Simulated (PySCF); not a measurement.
InC (charge +1, triplet)

```xyz
2

In    0.0000    0.0000   -0.2733
C     0.0000    0.0000    2.6167
```

Core potentials replace the inner electrons of In.

The calculation used PBE0/cc-pVDZ(-PP), non-relativistic Hamiltonian with scalar-relativistic core potentials where named, at a bond length of 2.890 Å (PySCF).

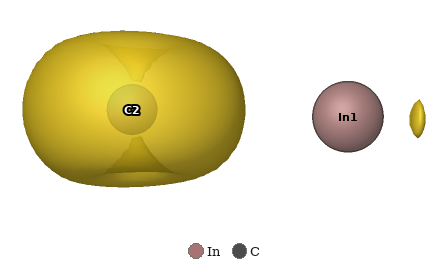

Figure 1. Isosurfaces of the spin density (α minus β) at +0.03 (yellow) and −0.03 e/Å³ (cyan), seen from one side.

Which atoms carry the spin?

The unpaired spin (2 electrons) lies mostly on C2 (about 1.8) and In1 (about 0.2), in electrons by Hirshfeld's partition. Only one sign reaches the isovalue.

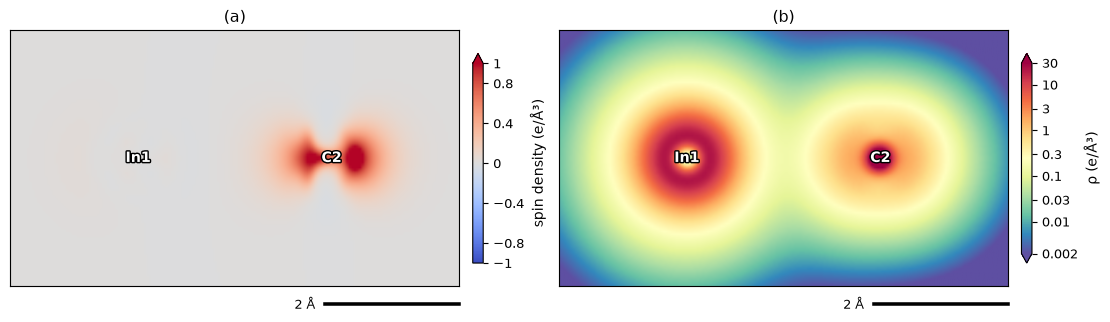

Figure 2. (a) spin density; (b) electron density on a plane that holds the molecular axis.

Interpret the plot.

- The section cuts through In and C sites.
- C–In (2.89 Å): the density is about 0.15 e/Å³ at the midpoint.

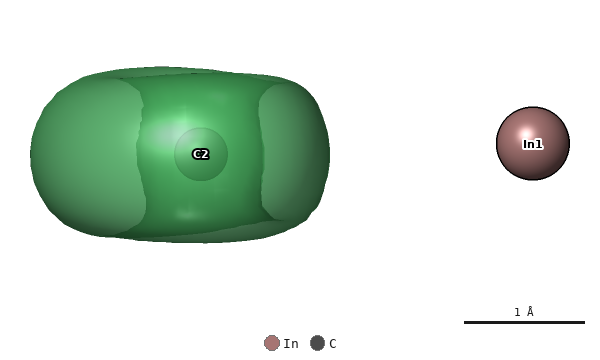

Figure 3. Isosurface of the ELF at 0.85 (green), seen from one side. Core shells and regions of very low density are left out.

What do the ELF domains correspond to?

At this value the surface marks out one region wrapped around C (its valence shell). Along the contacts the grid gives the following. C–In (2.89 Å): the ELF is about 0.20 at the midpoint.
